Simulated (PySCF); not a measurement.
# C$_{3}$H$_{5}$NOS: a changed input and its effect

System: C$_{3}$H$_{5}$NOS.
Method of run A: GIAO PBE0/aug-pcSseg-1 NMR shielding, non-relativistic, gas phase (PySCF 2.14.0).

The geometry comes from this level: GFN2-xTB. Text and figures count atoms from 1; the logs count them from 0 in places.

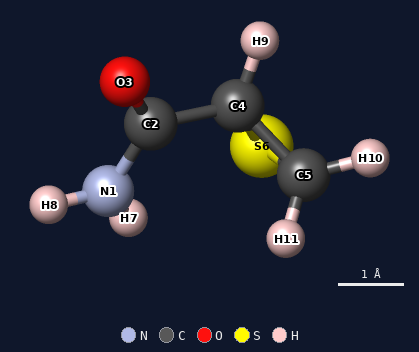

The input geometry (ball-and-stick view, seen at a tilt; atoms are numbered from 1 in the order of the input).

## Input file, run A
```
{"job": {"kind": "nmr", "xc": "PBE0", "basis": "aug-pcSseg-1", "pop": true}, "charge": 0, "multiplicity": 1}
N      1.557458    -0.041237    -0.539474
C      0.871497    -0.458351     0.542443
O      1.379686    -0.750200     1.600425
C     -0.627116    -0.481554     0.374958
C     -1.337609     0.761312    -0.031081
S     -1.334165    -0.523093    -1.285980
H      1.096964     0.049948    -1.431576
H      2.562709    -0.043641    -0.505768
H     -1.117599    -1.122017     1.100264
H     -2.300037     0.974478     0.414477
H     -0.746363     1.637026    -0.264653
```

The first line tells a small driver script what to run in PySCF; the rest is the geometry in Å.

Command:
```bash
OMP_NUM_THREADS=1 python <driver script> task.json out
```

Hardware: 1 CPU thread, shared host.

## Output (run A)
```
coarse grid: 10136 points
cycle   1  E = -644.8743138908  dE =  1.103e+00  |g| = 8.072e-01  |ddm| = 5.087e+00
cycle   2  E = -644.3503419144  dE =  5.240e-01  |g| = 1.797e+00  |ddm| = 3.893e+00
cycle   3  E = -644.9978556831  dE = -6.475e-01  |g| = 1.770e-01  |ddm| = 3.217e+00
cycle   4  E = -645.0032881420  dE = -5.432e-03  |g| = 9.039e-02  |ddm| = 3.811e-01
cycle   5  E = -645.0048526518  dE = -1.565e-03  |g| = 1.770e-02  |ddm| = 1.187e-01
cycle   6  E = -645.0049241021  dE = -7.145e-05  |g| = 5.726e-03  |ddm| = 4.627e-02
cycle   7  E = -645.0049309345  dE = -6.832e-06  |g| = 1.983e-03  |ddm| = 1.514e-02
final grid: 94432 points
cycle   8  E = -645.0510047360  dE = -4.698e-06  |g| = 1.513e-02  |ddm| = 1.065e-01
cycle   9  E = -645.0508761988  dE =  1.285e-04  |g| = 2.923e-02  |ddm| = 7.025e-02
cycle  10  E = -645.0510513182  dE = -1.751e-04  |g| = 2.433e-03  |ddm| = 4.708e-02
cycle  11  E = -645.0510524729  dE = -1.155e-06  |g| = 4.059e-04  |ddm| = 4.159e-03
cycle  12  E = -645.0510525183  dE = -4.539e-08  |g| = 1.365e-04  |ddm| = 1.299e-03
cycle  13  E = -645.0510525222  dE = -3.967e-09  |g| = 5.180e-05  |ddm| = 2.442e-04
cycle  14  E = -645.0510525228  dE = -5.449e-10  |g| = 9.058e-06  |ddm| = 1.066e-04
converged SCF energy = -645.0510525228

GIAO shielding tensors (ppm)
atom      isotropic    diamagn.    paramagn.     s11        s22        s33       span
  0 N      160.201     306.748    -146.547     63.684    176.318    240.601    176.917
  1 C       12.929     231.752    -218.823    -79.751     22.806     95.732    175.482
  2 O      -86.793     373.981    -460.774   -405.468   -191.780    336.869    742.337
  3 C      151.675     234.145     -82.470    112.899    147.092    195.033     82.133
  4 C      157.867     241.989     -84.121    127.225    165.485    180.892     53.668
  5 S      703.860    1054.069    -350.209    285.420    722.886   1103.272    817.852
  6 H       25.040      30.037      -4.997     16.036     27.611     31.474     15.439
  7 H       27.131      35.531      -8.400     22.826     23.414     35.152     12.326
  8 H       28.406      25.991       2.416     21.770     26.231     37.218     15.447
  9 H       29.107      29.524      -0.417     23.214     24.734     39.372     16.157
 10 H       29.187      23.778       5.408     23.295     26.675     37.589     14.295
```

Run B used a changed input.

## The two runs side by side

```tsv
quantity	run A	run B
outcome	converged	converged
total energy (hartree)	−645.051053	−645.033944
HOMO (eV)	−7.12	−7.09
LUMO (eV)	−0.63	−0.41
dipole moment (D)	2.80	2.75
shielding of N1 (ppm)	160.2	162.6
shielding of C2 (ppm)	12.9	16.6
shielding of O3 (ppm)	−86.8	−99.8
shielding of C4 (ppm)	151.7	152.8
shielding of C5 (ppm)	157.9	158.3
shielding of S6 (ppm)	703.9	706.2
shielding of H7 (ppm)	25.0	25.7
SCF iterations	14	14
basis functions	208	134
wall time (shared host)	24 s	20 s
```

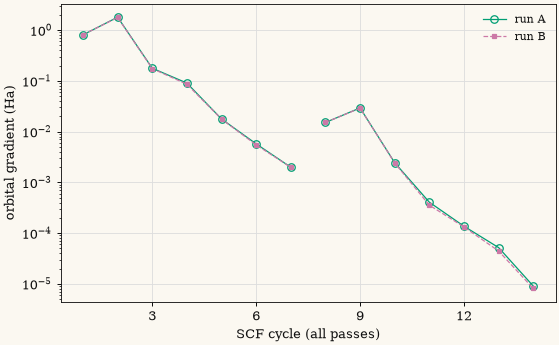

Convergence of the two runs: orbital gradient against the SCF cycle. A break in a curve parts two SCF passes (coarse and final grid). Run A takes 14 cycles in all, and run B takes 14.

What was changed in the input?

The change (lines with − go, lines with + come):
```diff
-"basis": "aug-pcSseg-1"
-"pop": true
+"basis": "pcSseg-1"
```

The total energy of run B is 10.7 kcal/mol higher, which measures the change of basis and not a stability. The LUMO goes from −0.63 to −0.41 eV. The dipole moment goes from 2.80 to 2.75 D. Of all shieldings, the largest change is that of O3, by −13.0 ppm. Diffuse functions give room to the loosely bound empty orbitals, which lowers the LUMO. The number of SCF iterations is the same. The basis functions go from 208 to 134.

## Output (run B)
```
coarse grid: 10136 points
cycle   1  E = -644.8567662424  dE =  1.107e+00  |g| = 8.112e-01  |ddm| = 3.138e+00
cycle   2  E = -644.3586227664  dE =  4.981e-01  |g| = 1.771e+00  |ddm| = 2.596e+00
cycle   3  E = -644.9812172312  dE = -6.226e-01  |g| = 1.740e-01  |ddm| = 2.050e+00
cycle   4  E = -644.9865108532  dE = -5.294e-03  |g| = 8.562e-02  |ddm| = 1.884e-01
cycle   5  E = -644.9878873568  dE = -1.377e-03  |g| = 1.761e-02  |ddm| = 5.909e-02
cycle   6  E = -644.9879565646  dE = -6.921e-05  |g| = 5.471e-03  |ddm| = 1.994e-02
cycle   7  E = -644.9879626541  dE = -6.090e-06  |g| = 1.976e-03  |ddm| = 7.100e-03
final grid: 94432 points
cycle   8  E = -645.0338956090  dE = -2.763e-07  |g| = 1.514e-02  |ddm| = 2.730e-02
cycle   9  E = -645.0337706006  dE =  1.250e-04  |g| = 2.899e-02  |ddm| = 3.520e-02
cycle  10  E = -645.0339424097  dE = -1.718e-04  |g| = 2.409e-03  |ddm| = 2.421e-02
cycle  11  E = -645.0339435526  dE = -1.143e-06  |g| = 3.546e-04  |ddm| = 2.481e-03
cycle  12  E = -645.0339435856  dE = -3.304e-08  |g| = 1.322e-04  |ddm| = 5.989e-04
cycle  13  E = -645.0339435893  dE = -3.695e-09  |g| = 4.439e-05  |ddm| = 1.168e-04
cycle  14  E = -645.0339435897  dE = -4.020e-10  |g| = 8.117e-06  |ddm| = 4.002e-05
converged SCF energy = -645.0339435897

GIAO shielding tensors (ppm)
atom      isotropic    diamagn.    paramagn.     s11        s22        s33       span
  0 N      162.618     323.483    -160.865     64.529    176.908    246.417    181.888
  1 C       16.556     243.007    -226.451    -76.614     29.660     96.621    173.235
  2 O      -99.832     398.771    -498.603   -427.110   -205.457    333.071    760.182
  3 C      152.795     252.998    -100.203    114.875    147.174    196.336     81.462
  4 C      158.309     252.011     -93.702    127.979    164.887    182.062     54.083
  5 S      706.161    1055.590    -349.428    286.439    722.612   1109.433    822.994
  6 H       25.691      31.853      -6.162     16.666     28.582     31.825     15.160
  7 H       27.536      30.041      -2.505     22.774     23.519     36.315     13.541
  8 H       28.609      30.170      -1.561     21.689     26.301     37.837     16.148
  9 H       29.121      28.908       0.213     23.173     24.539     39.651     16.478
 10 H       29.441      30.099      -0.659     23.600     27.010     37.712     14.111
```
